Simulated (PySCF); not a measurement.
**C₃H₈O₂Si: electronic excitations**

Aim: predict the electronic excitations of C₃H₈O₂Si (`CC(=O)C[SiH2]O`).

Programs: PySCF 2.14.0, with density-fitted response routines of our own. Each step states its level of theory. These are calculated values for one molecule in the gas phase, unless marked as measured. Atoms count from 0, in the outputs and in this text.

### 1 The starting structure

14 atoms, charge 0, multiplicity 1; geometry from: GFN2-xTB.

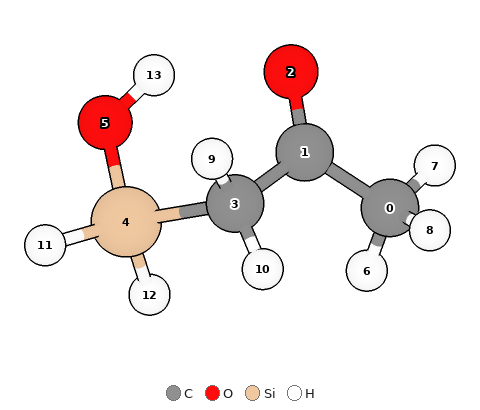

The starting geometry (carbon grey, oxygen red, silicon light orange, hydrogen white), atoms numbered.

### 2 Ultraviolet spectrum: B3LYP/def2-SVPD

Job settings and geometry (Å):

```
{"job": {"kind": "uv", "xc": "B3LYP", "basis": "def2-SVPD", "nstates": 8, "ntriplets": 3}, "charge": 0, "multiplicity": 1}
C      1.846913     0.797587    -0.067404
C      0.497503     0.590678     0.570315
O     -0.174575     1.521319     0.975449
C     -0.006240    -0.800977     0.589859
Si    -1.463987    -0.846666    -0.675604
O     -2.383713     0.446176    -0.389080
H      1.822378     0.412725    -1.085312
H      2.104248     1.853668    -0.080747
H      2.605548     0.246411     0.484688
H     -0.438635    -1.021000     1.563953
H      0.767510    -1.526993     0.366116
H     -2.269230    -2.035800    -0.433771
H     -0.895314    -0.790204    -2.023363
H     -2.013085     1.152603     0.152867
```

Method: TDDFT B3LYP/def2-SVPD, vertical, gas phase, core orbitals frozen in the response.

Started as:

```console
$ OMP_NUM_THREADS=1 python probes_run.py task.json out
```

The driver reads the jobs from task.json and runs them one after another.

Output:

```text
coarse grid: 12016 points
cycle   1  E = -558.5551307265  dE =  7.033e-01  |g| = 1.061e+00  |ddm| = 4.993e+00
cycle   2  E = -557.8576397880  dE =  6.975e-01  |g| = 2.137e+00  |ddm| = 3.009e+00
cycle   3  E = -558.7608700801  dE = -9.032e-01  |g| = 2.721e-01  |ddm| = 2.244e+00
cycle   4  E = -558.7756496684  dE = -1.478e-02  |g| = 1.132e-01  |ddm| = 3.859e-01
cycle   5  E = -558.7778617257  dE = -2.212e-03  |g| = 4.142e-02  |ddm| = 1.318e-01
cycle   6  E = -558.7782094528  dE = -3.477e-04  |g| = 6.024e-03  |ddm| = 4.298e-02
cycle   7  E = -558.7782177114  dE = -8.259e-06  |g| = 1.429e-03  |ddm| = 1.021e-02
final grid: 110944 points
cycle   8  E = -558.8723317302  dE = -3.523e-05  |g| = 6.522e-03  |ddm| = 1.015e-01
cycle   9  E = -558.8723088670  dE =  2.286e-05  |g| = 1.245e-02  |ddm| = 1.960e-02
cycle  10  E = -558.8723407774  dE = -3.191e-05  |g| = 1.702e-03  |ddm| = 1.193e-02
cycle  11  E = -558.8723413836  dE = -6.062e-07  |g| = 1.977e-04  |ddm| = 1.933e-03
cycle  12  E = -558.8723413894  dE = -5.864e-09  |g| = 1.340e-04  |ddm| = 4.008e-04
cycle  13  E = -558.8723413928  dE = -3.430e-09  |g| = 2.937e-05  |ddm| = 1.509e-04
cycle  14  E = -558.8723413930  dE = -1.955e-10  |g| = 6.146e-06  |ddm| = 5.080e-05
converged SCF energy = -558.8723413930

Static polarisability (au): isotropic 68.861, principal 59.897 67.981 78.705

Singlet excitations
state   eV       nm        f      main configurations
  1   4.4794    276.8   0.00329   H->L 0.97
  2   6.3635    194.8   0.00577   H-1->L 0.98
  3   6.5725    188.6   0.02320   H->L+1 0.94
  4   6.8131    182.0   0.00427   H->L+2 0.94
  5   6.8910    179.9   0.12365   H-2->L 0.93
  6   7.5558    164.1   0.00144   H-1->L+2 0.84
  7   7.5691    163.8   0.00575   H->L+3 0.89
  8   7.6605    161.8   0.02402   H-1->L+1 0.87

Triplet excitations (Tamm-Dancoff, eV): 3.9626 5.6225 6.4050
```

Wall time 57 s (1 thread of Arm Neoverse N1, shared host); peak memory 0.77 GiB.

The orbitals next to the gap, with their largest atomic shares:

```
orbital     eV                        atoms
 HOMO−3  -9.90     O5 42 %, O2 25 %, C1 9 %
 HOMO−2  -8.92   C3 24 %, O5 20 %, Si4 18 %
 HOMO−1  -8.41  O5 44 %, Si4 19 %, H12 15 %
   HOMO  -7.37    O2 59 %, C1 11 %, C3 11 %
   LUMO  -1.16     C1 36 %, O2 29 %, C3 8 %
 LUMO+1   0.10   Si4 18 %, C0 17 %, C3 10 %
 LUMO+2   0.31  Si4 30 %, O5 18 %, H11 12 %
```

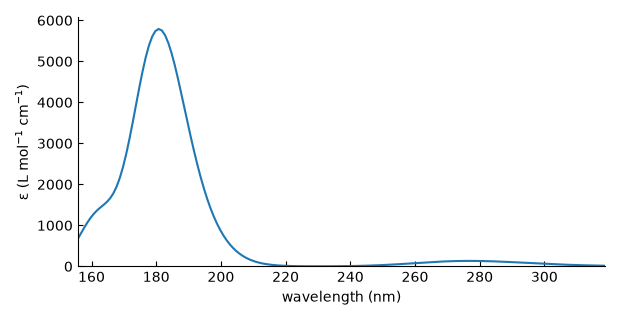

Absorption spectrum: each of the 8 states is a Gaussian band of 0.4 eV half-width at 1/e. Beyond the last state computed it falls off for lack of states.

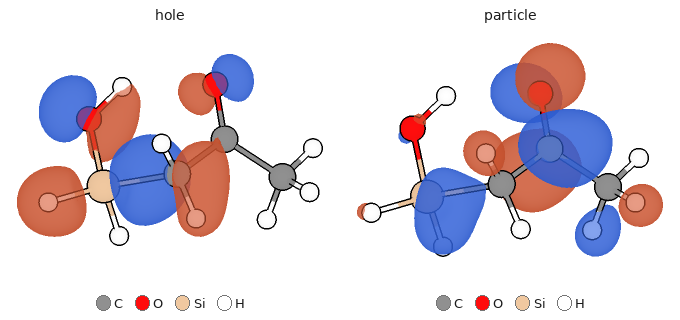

Leading natural transition orbitals of singlet state 5: the electron leaves the hole (left) for the particle orbital (right).

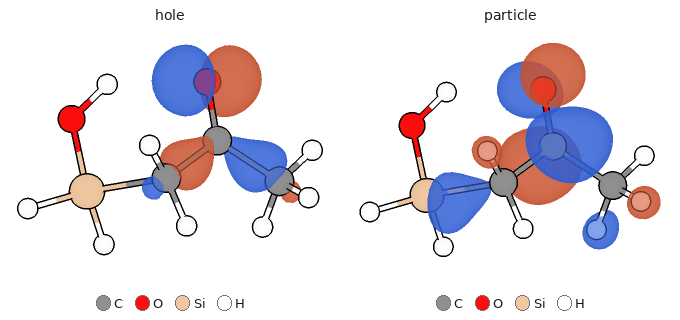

Leading natural transition orbitals of singlet state 1: the electron leaves the hole (left) for the particle orbital (right).

Ground-state properties from the same run:

```
           property  computed
  dipole moment (D)      3.45
polarisability (Å³)     10.20
 HOMO–LUMO gap (eV)      6.21
      −ε(HOMO) (eV)      7.37
```

Orbitals, density, ELF and potential are computed afterwards from the orbital file.

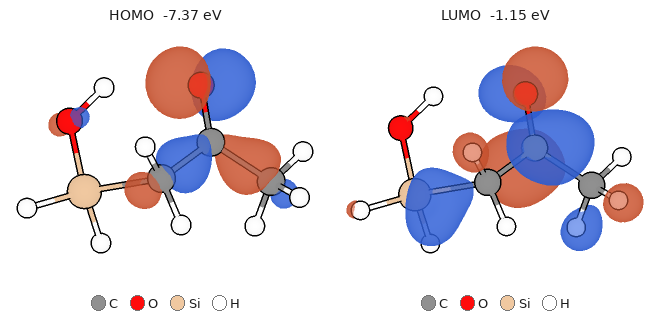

Frontier orbitals at B3LYP/def2-SVPD; each surface holds 70 % of the orbital's density, blue and red mark the sign.

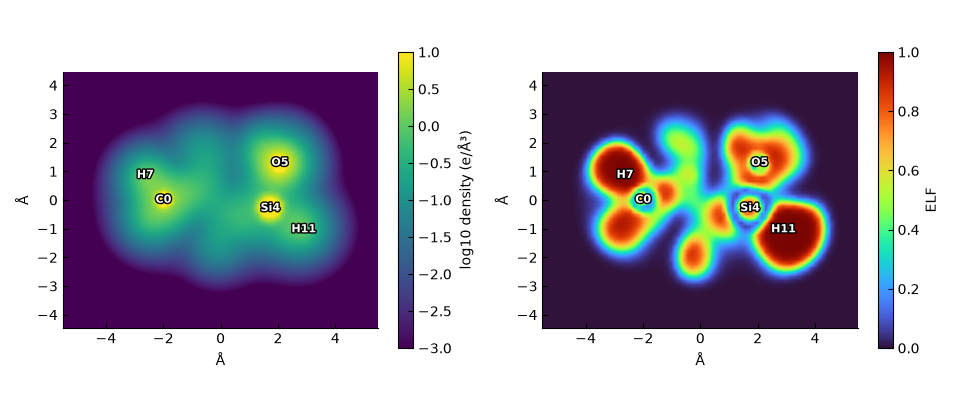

Density (left) and ELF (right) in a plane through or near 5 of the atoms.

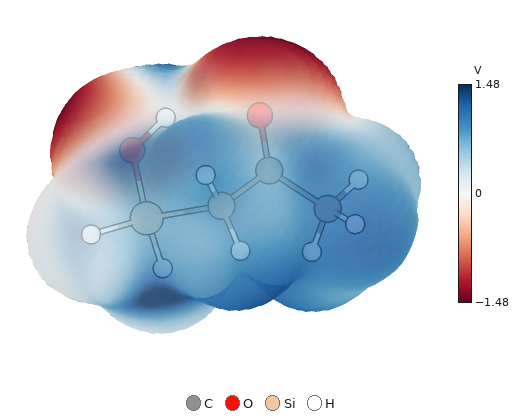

Electrostatic potential on the surface of density 0.002 e/bohr³; red is low, blue high. It runs from -1.48 V near O2 to 1.30 V near H12.

### 3 Results

| quantity | value |
| --- | --- |
| lowest singlet (B3LYP/def2-SVPD) | 4.48 eV (277 nm), f = 0.003 |
| brightest single state of those computed | state 5, 6.89 eV, f = 0.124 |
| lowest triplet | 3.96 eV |
| surface potential, least and greatest | -1.48 V and 1.30 V |

What this shows: The lowest singlet, at 4.48 eV, is HOMO→LUMO 0.97 and is weak; of the 8 states computed, the strongest absorption comes from state 5 at 6.89 eV. The lowest triplet lies 0.52 eV below the lowest singlet (triplets in Tamm-Dancoff, singlets in full TDDFT). By nearest atom (B3LYP/def2-SVPD), the HOMO sits on O2 61 %; C0, C3 about 10 % each and the LUMO on C1 42 %; O2 25 %.
